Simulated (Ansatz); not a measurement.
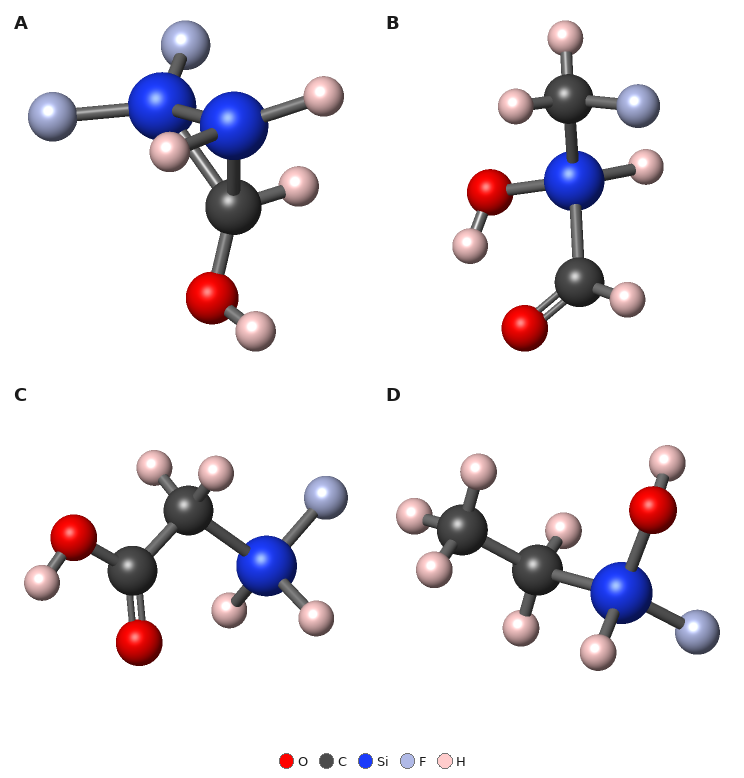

Source: calculation with Ansatz.

> Which panel belongs to which SMILES?
(1) CC[Si@H](O)F
(2) O=C(O)C[SiH2]F
(3) O=C[Si@@H](O)CF
(4) O[C@@H]1[SiH2][Si]1(F)F

A is (4), B is (3), C is (2), D is (1).
